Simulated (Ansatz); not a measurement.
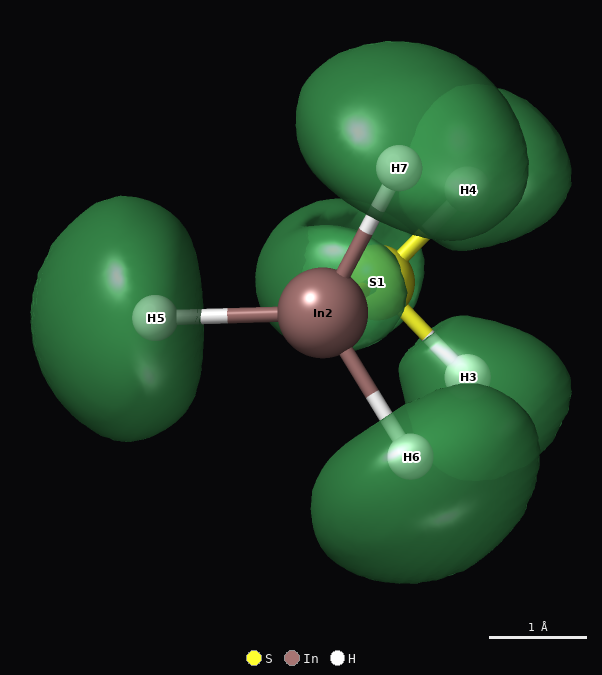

H₅InS (SMILES [SH2+][InH3-]). Isosurface of the ELF at 0.85 (green), seen at an oblique angle. Only the valence region is drawn (cores and ρ < 0.01 e/Å³ removed).

Core potentials replace the inner electrons of In.

All numbers below come from RKS PBE-D4/def2-SVP (Ansatz 0.2.0).

Input

```
crystal:
  periodic: [false, false, false]
  atoms:
    - { symbol: S, position_ang: [-0.5422, -1.4537, 0.021] }
    - { symbol: In, position_ang: [0.1205, 0.8851, -0.2058] }
    - { symbol: H, position_ang: [-0.9587, -1.6595, 1.2999] }
    - { symbol: H, position_ang: [0.5052, -2.2295, -0.3723] }
    - { symbol: H, position_ang: [-0.9532, 1.7414, -1.3898] }
    - { symbol: H, position_ang: [0.0358, 1.7131, 1.408] }
    - { symbol: H, position_ang: [1.8538, 0.9351, -0.8066] }
basis:
  gaussian: { orbitals: def2-SVP }
hamiltonian:
  xc: pbe
  dispersion: d4
relax:
  f_tol: 0.015
  max_steps: 40
output:
  orbitals: {}
```

Launched as:

```sh
ansatz run input.yaml --threads 1 --pin off --max-ram 2048MiB --backend cpu --events-out ev --progress --plain --runs-dir out
```

The fields are those of the relaxed geometry.

Q: Describe the localisation domains.

A: At this value the surface marks out five regions around hydrogen nuclei and one region wrapped around S (its valence shell).

Values along the shortest contacts:
In–S (2.91 Å): the ELF peaks at about 0.95 in the valence shell of S, 0.9 Å from its nucleus, and drops to about 0.10 between the two atoms. S–H (1.36 Å): the ELF climbs to about 1 towards the hydrogen, as it does in any bond to H.
